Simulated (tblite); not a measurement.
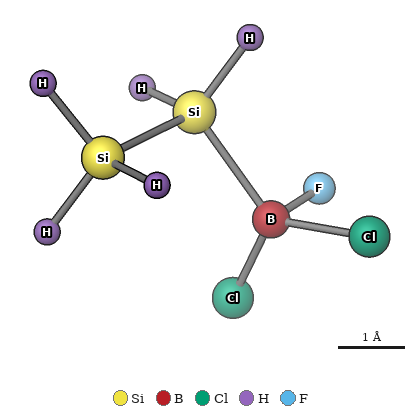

**Figure 1.** The structure as given in the input (ball-and-stick view, seen at a tilt).

**Geometry relaxation of BSi2H5Cl2F (charge −1) (part 1 of 2)**

- system: BSi2H5Cl2F, charge −1, SMILES F[B-](Cl)(Cl)[SiH2][SiH3]
- method: GFN2-xTB geometry optimisation, gas phase (tblite 0.8.0)

Input file:
```
{"job": {"kind": "relax", "xc": "GFN2-xTB", "basis": "xTB"}, "charge": -1, "multiplicity": 1}
Si    -1.635800    -0.236500     0.106700
Si     0.359800     0.881200    -0.387100
B      1.834900    -0.438700     0.152500
Cl     2.370700    -1.626100    -1.009400
Cl     2.460200    -0.466400     1.788000
H     -2.830600     0.644900    -0.214400
H     -1.738100    -1.474100    -0.714200
H     -1.678100    -0.584600     1.566200
H      0.434800     1.189200    -1.823700
H      0.447400     2.124800     0.448700
F      3.025700     0.279000    -0.311000
```

The first line tells a small driver script what to run in tblite; the rest is the geometry in Å.

Launched with:
```bash
OMP_NUM_THREADS=1 python <driver script> task.json out
```

Output:
```
step      E/eV     max force
  0    -580.76748    5.831
  1    -581.73307    3.091
  2    -582.54541    2.033
  3    -582.78324    0.766
  4    -582.84632    0.826
  5    -582.91089    0.844
  6    -582.97410    0.707
  7    -583.01410    0.508
  8    -583.03330    0.397
  9    -583.04231    0.298
 10    -583.05074    0.258
 11    -583.05759    0.273
 12    -583.06376    0.230
 13    -583.06753    0.173
 14    -583.07048    0.161
 15    -583.07311    0.143
 16    -583.07521    0.124
 17    -583.07671    0.115
 18    -583.07786    0.085
 19    -583.07893    0.096
 20    -583.07988    0.087
 21    -583.08056    0.064
 22    -583.08096    0.056
 23    -583.08126    0.047
 24    -583.08164    0.068
 25    -583.08208    0.072
 26    -583.08246    0.049
 27    -583.08267    0.030
 28    -583.08278    0.030
 29    -583.08285    0.033
 30    -583.08293    0.030
 31    -583.08301    0.032
 32    -583.08308    0.029
 33    -583.08313    0.016
 34    -583.08316    0.013
 35    -583.08318    0.013
 36    -583.08322    0.024
 37    -583.08331    0.044
 38    -583.08347    0.060
 39    -583.08368    0.058
 40    -583.08387    0.039
 41    -583.08399    0.035
 42    -583.08408    0.028
 43    -583.08417    0.036
 44    -583.08425    0.027
 45    -583.08428    0.015
 46    -583.08430    0.012
 47    -583.08431    0.011
 48    -583.08433    0.015
 49    -583.08435    0.014
 50    -583.08436    0.014
 51    -583.08437    0.012
 52    -583.08438    0.010
 53    -583.08438    0.008
```

Trajectory as extended XYZ (Å, eV, eV/Å), 43 of the 54 frames kept, from step=0 to step=53:
```
11
Properties=species:S:1:pos:R:3:forces:R:3 step=0 energy=-580.76748
Si   -1.6358   -0.2365    0.1067    0.1120   0.5920  -0.1400
Si    0.3598    0.8812   -0.3871   -0.3530  -1.1490   0.9570
B     1.8349   -0.4387    0.1525    1.5680   2.5600  -1.5120
Cl    2.3707   -1.6261   -1.0094   -1.7370  -5.2540  -1.8370
Cl    2.4602   -0.4664    1.7880   -0.7980  -1.2350   3.3240
H    -2.8306    0.6449   -0.2144    0.3370  -0.6100   0.2480
H    -1.7381   -1.4741   -0.7142   -0.2170   0.3050   0.3610
H    -1.6781   -0.5846    1.5662   -0.2340   0.0360  -0.6230
H     0.4348    1.1892   -1.8237   -0.0100   0.2530   0.0560
H     0.4474    2.1248    0.4487   -0.0400  -0.1740  -0.4520
F     3.0257    0.2790   -0.3110    1.3730   4.6750  -0.3820
11
Properties=species:S:1:pos:R:3:forces:R:3 step=1 energy=-581.73307
Si   -1.6342   -0.2280    0.1047    0.0810   0.3490  -0.0850
Si    0.3548    0.8648   -0.3734   -0.0350  -0.8670   0.5590
B     1.8573   -0.4021    0.1309    2.0760   1.9380  -1.2210
Cl    2.3459   -1.7012   -1.0356   -1.2790  -2.7120  -0.5340
Cl    2.4488   -0.4841    1.8354   -0.8130  -0.9690   1.6800
H    -2.8258    0.6362   -0.2109    0.2340  -0.4970   0.2050
H    -1.7412   -1.4697   -0.7090   -0.2170   0.3030   0.3370
H    -1.6815   -0.5841    1.5573   -0.2410   0.0340  -0.5460
H     0.4346    1.1928   -1.8230   -0.0600   0.1850   0.2870
H     0.4469    2.1223    0.4422   -0.0640  -0.1930  -0.4250
F     3.0453    0.3458   -0.3164    0.3180   2.4300  -0.2570
11
Properties=species:S:1:pos:R:3:forces:R:3 step=3 energy=-582.78324
Si   -1.6277   -0.2092    0.0997    0.1530  -0.1340  -0.0010
Si    0.3600    0.8097   -0.3404    0.5410  -0.1410  -0.1010
B     2.0001   -0.2753    0.0516    0.5450   0.1970  -0.1060
Cl    2.2603   -1.8691   -1.0620   -0.3960   0.2410   0.6100
Cl    2.3921   -0.5488    1.9353   -0.4300  -0.3210  -0.4410
H    -2.8131    0.6040   -0.1974   -0.1380  -0.0940   0.0520
H    -1.7573   -1.4487   -0.6858   -0.2060   0.1010   0.1360
H    -1.6995   -0.5820    1.5209   -0.2330  -0.0210  -0.1200
H     0.4289    1.2049   -1.7982   -0.1480   0.0530   0.4740
H     0.4414    2.1074    0.4117   -0.1070  -0.2060  -0.2980
F     3.0656    0.4998   -0.3332    0.4200   0.3250  -0.2030
11
Properties=species:S:1:pos:R:3:forces:R:3 step=4 energy=-582.84632
Si   -1.6235   -0.2091    0.0989    0.1790  -0.0540  -0.0180
Si    0.3721    0.7982   -0.3373    0.4600  -0.0920  -0.0920
B     2.0336   -0.2512    0.0370    0.0730  -0.1120   0.0890
Cl    2.2385   -1.8913   -1.0540   -0.2420   0.4770   0.6300
Cl    2.3744   -0.5656    1.9423   -0.3120  -0.2110  -0.6110
H    -2.8140    0.5971   -0.1942   -0.1280  -0.0590   0.0360
H    -1.7641   -1.4433   -0.6793   -0.2020  -0.0060   0.0560
H    -1.7071   -0.5821    1.5127   -0.2210  -0.0430  -0.0030
H     0.4249    1.2079   -1.7845   -0.1400   0.0520   0.3620
H     0.4383    2.1007    0.4007   -0.0980  -0.1660  -0.2390
F     3.0778    0.5314   -0.3400    0.6320   0.2130  -0.2110
11
Properties=species:S:1:pos:R:3:forces:R:3 step=5 energy=-582.91089
Si   -1.6157   -0.2097    0.0977    0.1660   0.0730  -0.0290
Si    0.3927    0.7854   -0.3361    0.2460  -0.0690  -0.0070
B     2.0653   -0.2314    0.0255   -0.0470  -0.1870   0.1510
Cl    2.2131   -1.9022   -1.0334   -0.0920   0.6040   0.5830
Cl    2.3514   -0.5857    1.9359   -0.1790  -0.1070  -0.6830
H    -2.8174    0.5892   -0.1905   -0.0470  -0.0570   0.0300
H    -1.7748   -1.4387   -0.6723   -0.1890  -0.1130  -0.0230
H    -1.7190   -0.5832    1.5053   -0.1950  -0.0580   0.0890
H     0.4182    1.2119   -1.7645   -0.1190   0.0690   0.1420
H     0.4334    2.0911    0.3854   -0.0780  -0.0900  -0.1470
F     3.1037    0.5660   -0.3509    0.5340  -0.0660  -0.1050
11
Properties=species:S:1:pos:R:3:forces:R:3 step=6 energy=-582.97410
Si   -1.6041   -0.2092    0.0960    0.0880   0.1280  -0.0130
Si    0.4193    0.7721   -0.3357   -0.0420  -0.0470   0.1120
B     2.0948   -0.2179    0.0188    0.0410  -0.0710   0.0940
Cl    2.1872   -1.8950   -0.9979    0.0470   0.5550   0.4350
Cl    2.3250   -0.6072    1.9107   -0.0350  -0.0270  -0.5750
H    -2.8222    0.5807   -0.1863    0.0800  -0.0690   0.0280
H    -1.7897   -1.4371   -0.6662   -0.1570  -0.1510  -0.0610
H    -1.7353   -0.5857    1.5006   -0.1510  -0.0520   0.1040
H     0.4087    1.2174   -1.7414   -0.0920   0.0970  -0.1440
H     0.4266    2.0796    0.3671   -0.0520   0.0190  -0.0280
F     3.1407    0.5949   -0.3635    0.2720  -0.3830   0.0500
11
Properties=species:S:1:pos:R:3:forces:R:3 step=8 energy=-583.03330
Si   -1.5920   -0.2076    0.0952   -0.0700  -0.0470   0.0360
Si    0.4392    0.7650   -0.3340   -0.2300   0.0480   0.0510
B     2.1107   -0.2184    0.0232    0.1280   0.2700  -0.1240
Cl    2.1756   -1.8475   -0.9448    0.0890   0.0330   0.0320
Cl    2.3064   -0.6214    1.8542    0.0750  -0.0430   0.0250
H    -2.8230    0.5730   -0.1826    0.1690  -0.0600   0.0200
H    -1.8088   -1.4432   -0.6649   -0.0860  -0.0180   0.0130
H    -1.7551   -0.5902    1.5033   -0.0860  -0.0130  -0.0170
H     0.3961    1.2258   -1.7312   -0.0650   0.0710  -0.2250
H     0.4185    2.0727    0.3534   -0.0340   0.1220   0.0740
F     3.1833    0.5845   -0.3697    0.1110  -0.3630   0.1150
11
Properties=species:S:1:pos:R:3:forces:R:3 step=9 energy=-583.04231
Si   -1.5931   -0.2087    0.0961   -0.0570  -0.1060   0.0390
Si    0.4340    0.7676   -0.3334   -0.1400   0.0850  -0.0330
B     2.1084   -0.2176    0.0241    0.0720   0.2590  -0.1280
Cl    2.1808   -1.8370   -0.9400    0.0470  -0.0910  -0.0370
Cl    2.3098   -0.6204    1.8471    0.0520  -0.0590   0.1410
H    -2.8193    0.5724   -0.1824    0.1190  -0.0310   0.0110
H    -1.8113   -1.4452   -0.6657   -0.0770   0.0100   0.0330
H    -1.7575   -0.5909    1.5049   -0.0820  -0.0130  -0.0280
H     0.3942    1.2276   -1.7379   -0.0690   0.0430  -0.1180
H     0.4175    2.0760    0.3559   -0.0420   0.1040   0.0560
F     3.1875    0.5689   -0.3664    0.1770  -0.2010   0.0650
11
Properties=species:S:1:pos:R:3:forces:R:3 step=10 energy=-583.05074
Si   -1.5951   -0.2115    0.0976   -0.0050  -0.1390   0.0340
Si    0.4265    0.7713   -0.3332   -0.0030   0.1240  -0.1100
B     2.1088   -0.2104    0.0215   -0.0230   0.1370  -0.0710
Cl    2.1855   -1.8315   -0.9370    0.0010  -0.1420  -0.0730
Cl    2.3132   -0.6213    1.8449    0.0180  -0.0490   0.1740
H    -2.8135    0.5709   -0.1819    0.0400   0.0150  -0.0050
H    -1.8153   -1.4468   -0.6657   -0.0710   0.0070   0.0340
H    -1.7616   -0.5918    1.5055   -0.0780  -0.0210  -0.0090
H     0.3909    1.2302   -1.7459   -0.0780   0.0170  -0.0040
H     0.4157    2.0809    0.3589   -0.0570   0.0720   0.0270
F     3.1956    0.5528   -0.3624    0.2570  -0.0210   0.0030
11
Properties=species:S:1:pos:R:3:forces:R:3 step=11 energy=-583.05759
Si   -1.5957   -0.2161    0.0994    0.0510  -0.1230   0.0230
Si    0.4221    0.7750   -0.3344    0.1010   0.1430  -0.1370
B     2.1135   -0.1989    0.0164   -0.0740  -0.0080   0.0000
Cl    2.1863   -1.8304   -0.9328   -0.0260  -0.1260  -0.0910
Cl    2.3137   -0.6256    1.8449   -0.0060  -0.0100   0.1450
H    -2.8077    0.5687   -0.1810   -0.0170   0.0560  -0.0200
H    -1.8217   -1.4479   -0.6643   -0.0630  -0.0230   0.0180
H    -1.7683   -0.5933    1.5051   -0.0700  -0.0350   0.0280
H     0.3856    1.2336   -1.7512   -0.0870   0.0040   0.0510
H     0.4124    2.0855    0.3601   -0.0700   0.0470   0.0080
F     3.2108    0.5422   -0.3599    0.2620   0.0740  -0.0260
11
Properties=species:S:1:pos:R:3:forces:R:3 step=13 energy=-583.06753
Si   -1.5916   -0.2275    0.1029    0.0930   0.0070  -0.0040
Si    0.4239    0.7849   -0.3412    0.1520   0.0710  -0.0440
B     2.1267   -0.1784    0.0067    0.0330  -0.1530   0.0700
Cl    2.1816   -1.8337   -0.9251   -0.0380  -0.0140  -0.0920
Cl    2.3092   -0.6358    1.8475   -0.0270   0.0850   0.0230
H    -2.7991    0.5664   -0.1799   -0.0050   0.0630  -0.0260
H    -1.8380   -1.4516   -0.6605   -0.0380  -0.0790  -0.0120
H    -1.7855   -0.5982    1.5056   -0.0360  -0.0500   0.0630
H     0.3707    1.2408   -1.7552   -0.0880   0.0190   0.0120
H     0.4019    2.0937    0.3595   -0.0770   0.0290  -0.0080
F     3.2510    0.5320   -0.3580    0.0330   0.0200   0.0180
11
Properties=species:S:1:pos:R:3:forces:R:3 step=14 energy=-583.07048
Si   -1.5880   -0.2310    0.1038    0.0660   0.0470  -0.0090
Si    0.4287    0.7901   -0.3448    0.1090   0.0010   0.0290
B     2.1313   -0.1766    0.0057    0.0900  -0.1220   0.0540
Cl    2.1792   -1.8354   -0.9257   -0.0330   0.0240  -0.0750
Cl    2.3072   -0.6364    1.8495   -0.0280   0.0980  -0.0170
H    -2.7969    0.5676   -0.1803    0.0450   0.0330  -0.0160
H    -1.8436   -1.4546   -0.6596   -0.0220  -0.0610  -0.0010
H    -1.7913   -0.6009    1.5073   -0.0180  -0.0420   0.0320
H     0.3640    1.2433   -1.7557   -0.0790   0.0340  -0.0320
H     0.3969    2.0969    0.3591   -0.0680   0.0290  -0.0110
F     3.2634    0.5299   -0.3571   -0.0630  -0.0410   0.0460
11
Properties=species:S:1:pos:R:3:forces:R:3 step=15 energy=-583.07311
Si   -1.5838   -0.2333    0.1045    0.0310   0.0530  -0.0080
Si    0.4349    0.7950   -0.3476    0.0480  -0.0630   0.0800
B     2.1354   -0.1788    0.0066    0.1010  -0.0580   0.0240
Cl    2.1773   -1.8362   -0.9288   -0.0270   0.0380  -0.0540
Cl    2.3057   -0.6341    1.8513   -0.0270   0.0880  -0.0330
H    -2.7943    0.5698   -0.1812    0.0950   0.0010  -0.0050
H    -1.8483   -1.4584   -0.6591   -0.0030  -0.0180   0.0240
H    -1.7960   -0.6040    1.5096    0.0000  -0.0270  -0.0180
H     0.3570    1.2458   -1.7569   -0.0630   0.0410  -0.0520
H     0.3913    2.1004    0.3590   -0.0530   0.0230  -0.0160
F     3.2717    0.5266   -0.3552   -0.1030  -0.0790   0.0590
11
Properties=species:S:1:pos:R:3:forces:R:3 step=16 energy=-583.07521
Si   -1.5798   -0.2344    0.1050    0.0080   0.0330  -0.0050
Si    0.4407    0.7984   -0.3488   -0.0100  -0.0910   0.0830
B     2.1391   -0.1828    0.0084    0.0600   0.0040  -0.0050
Cl    2.1759   -1.8359   -0.9333   -0.0230   0.0310  -0.0360
Cl    2.3046   -0.6297    1.8525   -0.0240   0.0630  -0.0260
H    -2.7904    0.5721   -0.1823    0.1200  -0.0160   0.0010
H    -1.8519   -1.4620   -0.6582    0.0140   0.0280   0.0490
H    -1.7996   -0.6071    1.5114    0.0140  -0.0130  -0.0620
H     0.3501    1.2484   -1.7591   -0.0440   0.0330  -0.0280
H     0.3858    2.1039    0.3591   -0.0360   0.0070  -0.0240
F     3.2763    0.5218   -0.3523   -0.0800  -0.0780   0.0520
11
Properties=species:S:1:pos:R:3:forces:R:3 step=18 energy=-583.07786
Si   -1.5743   -0.2350    0.1055    0.0180  -0.0200   0.0040
Si    0.4464    0.7989   -0.3471   -0.0550  -0.0390   0.0010
B     2.1440   -0.1872    0.0103   -0.0630   0.0380  -0.0210
Cl    2.1735   -1.8341   -0.9409   -0.0200   0.0030  -0.0150
Cl    2.3024   -0.6213    1.8532   -0.0220   0.0140   0.0110
H    -2.7790    0.5744   -0.1837    0.0850   0.0060  -0.0060
H    -1.8555   -1.4647   -0.6545    0.0290   0.0520   0.0530
H    -1.8032   -0.6116    1.5103    0.0240  -0.0030  -0.0660
H     0.3393    1.2530   -1.7626   -0.0150  -0.0050   0.0660
H     0.3771    2.1085    0.3580   -0.0120  -0.0350  -0.0350
F     3.2803    0.5117   -0.3464    0.0310  -0.0110   0.0070
11
Properties=species:S:1:pos:R:3:forces:R:3 step=19 energy=-583.07893
Si   -1.5716   -0.2356    0.1058    0.0320  -0.0320   0.0060
Si    0.4470    0.7973   -0.3458   -0.0450   0.0070  -0.0380
B     2.1452   -0.1872    0.0101   -0.0910   0.0270  -0.0150
Cl    2.1715   -1.8333   -0.9438   -0.0190  -0.0010  -0.0060
Cl    2.3005   -0.6178    1.8535   -0.0230  -0.0010   0.0200
H    -2.7717    0.5752   -0.1843    0.0480   0.0320  -0.0150
H    -1.8563   -1.4642   -0.6513    0.0280   0.0280   0.0310
H    -1.8042   -0.6135    1.5077    0.0240  -0.0060  -0.0310
H     0.3344    1.2550   -1.7622   -0.0060  -0.0220   0.0920
H     0.3731    2.1093    0.3563   -0.0060  -0.0480  -0.0320
F     3.2829    0.5075   -0.3437    0.0590   0.0160  -0.0130
11
Properties=species:S:1:pos:R:3:forces:R:3 step=20 energy=-583.07988
Si   -1.5683   -0.2365    0.1061    0.0350  -0.0280   0.0070
Si    0.4470    0.7956   -0.3452   -0.0220   0.0410  -0.0530
B     2.1456   -0.1862    0.0094   -0.0770   0.0150  -0.0080
Cl    2.1688   -1.8326   -0.9463   -0.0180   0.0030   0.0030
Cl    2.2978   -0.6149    1.8539   -0.0250  -0.0090   0.0180
H    -2.7638    0.5763   -0.1850    0.0160   0.0540  -0.0220
H    -1.8567   -1.4632   -0.6477    0.0240  -0.0090   0.0010
H    -1.8048   -0.6154    1.5046    0.0220  -0.0120   0.0140
H     0.3295    1.2565   -1.7599   -0.0020  -0.0280   0.0820
H     0.3693    2.1089    0.3538   -0.0010  -0.0480  -0.0210
F     3.2865    0.5042   -0.3416    0.0480   0.0230  -0.0210
11
Properties=species:S:1:pos:R:3:forces:R:3 step=21 energy=-583.08056
Si   -1.5651   -0.2376    0.1065    0.0200  -0.0150   0.0070
Si    0.4469    0.7949   -0.3455    0.0000   0.0420  -0.0370
B     2.1450   -0.1851    0.0086   -0.0330   0.0110  -0.0060
Cl    2.1662   -1.8321   -0.9479   -0.0170   0.0100   0.0110
Cl    2.2951   -0.6130    1.8544   -0.0270  -0.0120   0.0090
H    -2.7576    0.5782   -0.1860    0.0060   0.0590  -0.0240
H    -1.8566   -1.4627   -0.6449    0.0210  -0.0380  -0.0220
H    -1.8050   -0.6171    1.5025    0.0210  -0.0150   0.0440
H     0.3258    1.2572   -1.7565   -0.0010  -0.0220   0.0400
H     0.3663    2.1076    0.3515    0.0010  -0.0310  -0.0050
F     3.2898    0.5023   -0.3404    0.0100   0.0110  -0.0170
11
Properties=species:S:1:pos:R:3:forces:R:3 step=23 energy=-583.08126
Si   -1.5616   -0.2393    0.1072   -0.0190  -0.0060   0.0080
Si    0.4472    0.7959   -0.3471    0.0070  -0.0060   0.0180
B     2.1433   -0.1838    0.0077    0.0260   0.0140  -0.0060
Cl    2.1629   -1.8308   -0.9490   -0.0170   0.0130   0.0150
Cl    2.2911   -0.6115    1.8550   -0.0290  -0.0100  -0.0050
H    -2.7512    0.5829   -0.1881    0.0260   0.0340  -0.0140
H    -1.8552   -1.4642   -0.6436    0.0200  -0.0350  -0.0240
H    -1.8037   -0.6195    1.5029    0.0210  -0.0090   0.0380
H     0.3223    1.2569   -1.7522   -0.0030   0.0020  -0.0430
H     0.3635    2.1052    0.3493    0.0010   0.0100   0.0190
F     3.2924    0.5008   -0.3400   -0.0330  -0.0070  -0.0060
11
Properties=species:S:1:pos:R:3:forces:R:3 step=24 energy=-583.08164
Si   -1.5604   -0.2405    0.1079   -0.0310  -0.0110   0.0080
Si    0.4473    0.7967   -0.3477   -0.0010  -0.0300   0.0340
B     2.1423   -0.1830    0.0073    0.0340   0.0090  -0.0040
Cl    2.1610   -1.8296   -0.9493   -0.0180   0.0070   0.0140
Cl    2.2884   -0.6109    1.8554   -0.0280  -0.0090  -0.0090
H    -2.7474    0.5868   -0.1898    0.0370   0.0150  -0.0060
H    -1.8536   -1.4663   -0.6438    0.0200  -0.0150  -0.0130
H    -1.8022   -0.6209    1.5046    0.0200  -0.0020   0.0180
H     0.3205    1.2566   -1.7512   -0.0040   0.0110  -0.0670
H     0.3623    2.1043    0.3490    0.0020   0.0290   0.0280
F     3.2926    0.4997   -0.3400   -0.0320  -0.0030  -0.0030
11
Properties=species:S:1:pos:R:3:forces:R:3 step=25 energy=-583.08208
Si   -1.5593   -0.2424    0.1089   -0.0300  -0.0180   0.0070
Si    0.4473    0.7972   -0.3480   -0.0120  -0.0390   0.0340
B     2.1415   -0.1819    0.0066    0.0260  -0.0030   0.0030
Cl    2.1583   -1.8280   -0.9495   -0.0180  -0.0020   0.0110
Cl    2.2844   -0.6102    1.8557   -0.0250  -0.0070  -0.0120
H    -2.7414    0.5920   -0.1921    0.0410  -0.0060   0.0030
H    -1.8512   -1.4692   -0.6443    0.0170   0.0080   0.0020
H    -1.7999   -0.6229    1.5071    0.0160   0.0050  -0.0070
H     0.3181    1.2564   -1.7512   -0.0020   0.0140  -0.0710
H     0.3607    2.1036    0.3491    0.0030   0.0400   0.0320
F     3.2926    0.4980   -0.3401   -0.0150   0.0090  -0.0030
11
Properties=species:S:1:pos:R:3:forces:R:3 step=26 energy=-583.08246
Si   -1.5588   -0.2446    0.1100   -0.0130  -0.0200   0.0050
Si    0.4468    0.7971   -0.3477   -0.0190  -0.0230   0.0140
B     2.1411   -0.1806    0.0060    0.0060  -0.0160   0.0090
Cl    2.1553   -1.8266   -0.9494   -0.0160  -0.0110   0.0070
Cl    2.2802   -0.6098    1.8559   -0.0190  -0.0060  -0.0120
H    -2.7350    0.5969   -0.1942    0.0330  -0.0200   0.0090
H    -1.8487   -1.4717   -0.6447    0.0110   0.0220   0.0120
H    -1.7975   -0.6247    1.5092    0.0090   0.0090  -0.0210
H     0.3158    1.2564   -1.7524    0.0010   0.0070  -0.0480
H     0.3592    2.1037    0.3498    0.0030   0.0350   0.0270
F     3.2925    0.4967   -0.3403    0.0050   0.0210  -0.0030
11
Properties=species:S:1:pos:R:3:forces:R:3 step=28 energy=-583.08278
Si   -1.5586   -0.2469    0.1110    0.0220  -0.0050   0.0000
Si    0.4454    0.7963   -0.3471   -0.0060   0.0230  -0.0180
B     2.1412   -0.1800    0.0056   -0.0160  -0.0120   0.0070
Cl    2.1520   -1.8263   -0.9488   -0.0090  -0.0110   0.0040
Cl    2.2758   -0.6101    1.8555   -0.0100  -0.0040  -0.0100
H    -2.7286    0.5996   -0.1953    0.0070  -0.0170   0.0080
H    -1.8462   -1.4727   -0.6444    0.0020   0.0080   0.0050
H    -1.7953   -0.6257    1.5099    0.0000   0.0040  -0.0080
H     0.3142    1.2566   -1.7548    0.0030  -0.0060  -0.0010
H     0.3583    2.1049    0.3513    0.0030   0.0060   0.0100
F     3.2927    0.4970   -0.3406    0.0040   0.0140   0.0020
```
